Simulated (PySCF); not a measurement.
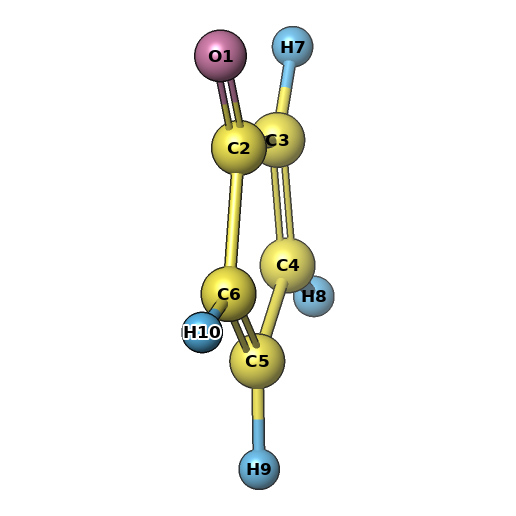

C3 lies behind C2. The molecule seen a little off the C2–C3 bond, C2 in front. Distant atoms are faded towards the background colour. Computed geometry: PBE0-D3(BJ)/def2-SVP optimisation. No frequency run is at hand to confirm it as a minimum.

**What is the torsion angle O1–C2–C3–C4? The sign is positive where the front bond must turn clockwise to cover the back bond.**

180°, antiperiplanar (anti).
